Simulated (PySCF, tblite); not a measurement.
# C₄H₁₂O₂SSi₂: geometry, infrared bands and NMR shifts

What infrared bands and NMR shifts should C₄H₁₂O₂SSi₂ (`C=C([Si@@H](O)C[SiH3])[S@@](C)=O`) show?

The runs use tblite 0.8.0 and PySCF 2.14.0, with density-fitted response routines of our own; the level of theory stands in each step. All values are computed, except where a source is named. Atoms count from 0, in the outputs and in this text.

## (1) The starting structure

21 atoms, charge 0, multiplicity 1; geometry from: force field or distance geometry start.

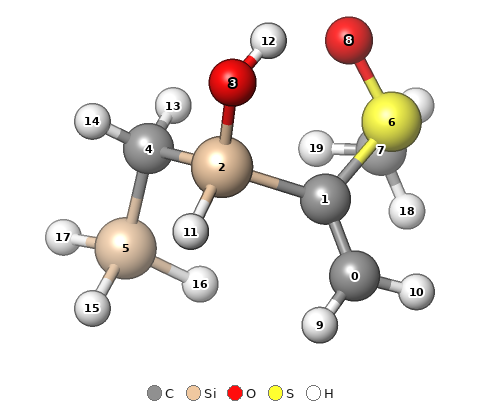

As it starts; carbon grey, silicon light orange, oxygen red, sulfur yellow, hydrogen white, atoms numbered.

## (2) Geometry optimisation with GFN2-xTB

The job: settings as JSON, then the geometry in Å.

```
{"job": {"kind": "relax", "xc": "GFN2-xTB", "basis": "xTB"}, "charge": 0, "multiplicity": 1}
C     -0.001000     1.744600     1.475300
C     -0.299800     0.479600     1.143400
Si     0.999600    -0.833600     0.816000
O      0.639400    -2.185800     1.702500
C      1.106500    -1.259600    -0.982300
Si     1.799100     0.201000    -1.867500
S     -2.023600    -0.015000     1.139000
C     -2.481600     0.739900    -0.434600
O     -2.050600    -1.511000     0.961500
H      1.010800     2.106000     1.544400
H     -0.785700     2.473300     1.706100
H      2.298600    -0.335900     1.297300
H     -0.307900    -2.446800     1.677700
H      0.128900    -1.529300    -1.390800
H      1.755200    -2.119300    -1.121800
H      3.128800     0.597800    -1.318700
H      0.882800     1.367200    -1.773500
H      1.968300    -0.116500    -3.306000
H     -2.394600     1.824900    -0.368500
H     -1.849500     0.350400    -1.234500
H     -3.532300     0.485200    -0.644800
```

Run with:

```sh
$ OMP_NUM_THREADS=1 python probes_run.py task.json out
```

This one command runs all jobs of the session in turn.

**Question.** This job is followed by: GFN2-xTB harmonic vibrations, gas phase; GIAO PBE0/pcSseg-1 NMR shielding, non-relativistic, gas phase. What will the session give for the following? strongest single infrared mode (GFN2-xTB); zero-point energy (GFN2-xTB); 13C shifts against TMS (PBE0/pcSseg-1); 1H shifts against TMS (PBE0/pcSseg-1, means over atoms taken as alike); 29Si shifts against TMS (PBE0/pcSseg-1); 17O shifts against H2O (PBE0/pcSseg-1); 33S shifts against CS2 (PBE0/pcSseg-1).

**Answer**, as computed:

| quantity | value |
| --- | --- |
| strongest single infrared mode (GFN2-xTB) | 966 cm⁻¹, 510 km/mol |
| zero-point energy (GFN2-xTB) | 91.9 kcal/mol |
| 13C shifts against TMS (PBE0/pcSseg-1) | 168.8, 136.6, 48.4, -2.2 ppm |
| 1H shifts against TMS (PBE0/pcSseg-1, means over atoms taken as alike) | 7.06, 6.26, 5.88, 5.78, 3.90, 2.63, 0.58, 0.27 ppm |
| 29Si shifts against TMS (PBE0/pcSseg-1) | -13.2, -79.0 ppm |
| 17O shifts against H2O (PBE0/pcSseg-1) | 52.5, 41.4 ppm |
| 33S shifts against CS2 (PBE0/pcSseg-1) | 352 ppm |

Over 228 steps the energy fell by 0.364 eV; of the close pairs, C4–Si5 changed most, 1.843 to 1.893 Å. All 57 modes are real, so the xTB geometry is a minimum. The strongest single mode, at 966 cm⁻¹, moves mainly H12. GFN2-xTB is a fitted tight-binding method: band positions and strengths are rough. Its intensities can rank the bands wrongly. At PBE0/pcSseg-1: The widest tensor belongs to S6: span 395 ppm, with a paramagnetic part of -903 ppm.
